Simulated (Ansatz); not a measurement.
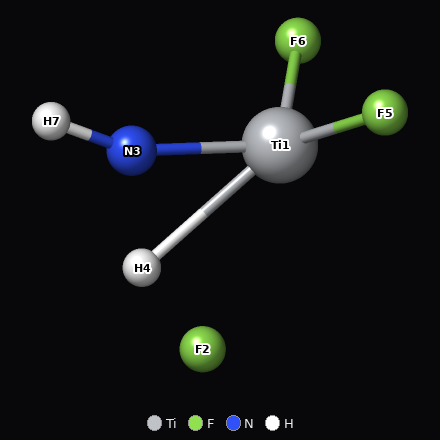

The system is the reacting system F3H2NTi; the picture shows the reference structure. 
- The first coordinate is: distance F2–H4 (bond that forms); the second: distance N3–H4 (bond that breaks).
- Relaxed at each point: all other coordinates.
- Grid: 7 × 7 points.
- Points are written as (first, second).
- All energies are given in eV relative to a guessed transition structure relaxed with its forming and breaking bonds held.
- The reference is spin-restricted, so regions where a bond is pulled apart into radicals lie too high.
- Method: Ansatz, RKS PBE0-D4/def2-SVP.

Its coordinates:

```csv
atom,x (Å),y (Å),z (Å)
Ti,-0.2714,0.6595,0.3505
F,-0.9619,-0.2040,-1.7686
N,0.6050,-0.7714,0.0475
H,-0.1237,-0.7419,-1.0762
F,0.7664,2.0572,0.4762
F,-1.2785,0.5315,1.7702
H,1.2641,-1.5309,0.2004
```

Range: distance F2–H4 (bond that forms) from 0.819 to 2.619 Å; distance N3–H4 (bond that breaks) from 0.918 to 2.418 Å.

### What landscape does the calculation give?

The lowest grid point is at (2.619 Å, 1.078 Å), −2.68 eV from a guessed transition structure relaxed with its forming and breaking bonds held. It lies at the edge of the scanned range, so the true minimum may lie outside. The highest grid point, (0.819 Å, 0.918 Å), lies 9.06 eV above the lowest.

```csv
"second ↓, first →",0.819,1.011,1.275,1.576,1.903,2.252,2.619
2.418,0.36,−0.06,1.16,2.33,2.78,2.81,2.79
2.112,0.39,−0.16,0.80,1.66,1.95,1.97,1.94
1.822,0.49,−0.27,0.33,0.84,0.95,0.95,0.90
1.549,0.79,−0.32,−0.23,−0.12,−0.21,−0.31,−0.36
1.298,1.62,−0.10,−0.72,−1.10,−1.42,−1.63,−1.74
1.078,3.46,0.77,−0.79,−1.70,−2.23,−2.53,−2.68
0.918,6.38,2.53,0.05,−1.27,−1.95,−2.30,−2.47
```

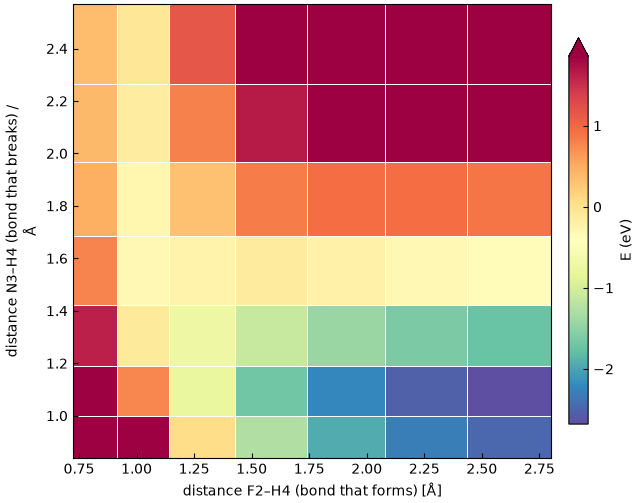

Drawn: one coloured cell a grid point, one colour for all values above the top of the scale.

Each point was launched as `ansatz run input.yaml --threads 1 --pin off --max-ram 2560MiB --backend cpu --events-out ev --progress --plain --runs-dir out`. Time for the 49 points that were run: 23 min on 1 thread of Arm Neoverse V2 (shared host).
